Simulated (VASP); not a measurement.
Band structure of AlIn3As4 (ordered alloy cell). Level of theory: PBEsol GGA, VASP's PBE PAW potentials (set 64) (plane waves; VASP).

Unless said otherwise, spin-orbit coupling is left out, though it shifts the bands of the heavy elements here.

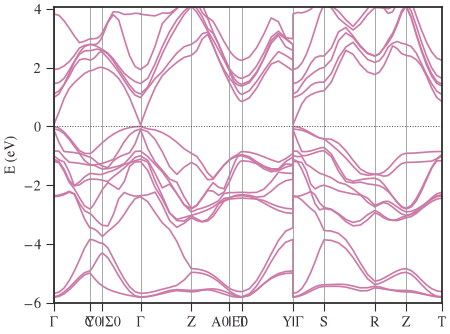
Fig. 1. Bands along high-symmetry lines, zero at the valence-band maximum or, without a gap, the Fermi level

Read the plot: is there a gap, and where are the band edges?

The gap is direct, 0.06 eV, from the valence maximum at Γ to the conduction minimum at Γ. (Edges off the drawn lines would not show.)

The structure was generated: AlIn3As4 was put into an ordered model structure (Amm2), which need not be its known phase. It was relaxed first.
